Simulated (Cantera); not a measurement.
Feed: 1 mol Ti(OiPr)4, 170 mol H2, equilibrated at 750 Torr.

Equilibrium computed with Cantera from the NASA thermochemical tables; the gas is ideal and each condensed phase is pure. Candidate condensed phases: C, C6H6, C7H8, C8H18, H2O, Ti, TiC, TiO, TiO2, Ti2O3, Ti3O5, Ti4O7; 113 gas species. The feed counts by its element totals alone. TiC: taken at fixed stoichiometry. Condensed phases not in the tables: Magnéli phases beyond Ti4O7. The numbers say what is thermodynamically allowed, not how fast it happens.

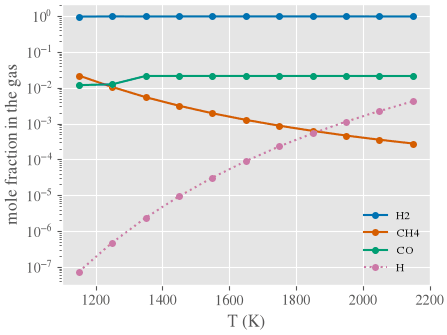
Fig. 1. Equilibrium gas composition (values under 1e-9 drawn at 1e-9)

Problem. Read off the mole fractions at 1550 K.

Solution. H2 about 0.98, CO about 0.021, CH4 about 0.0019, H about 3.1e-5.
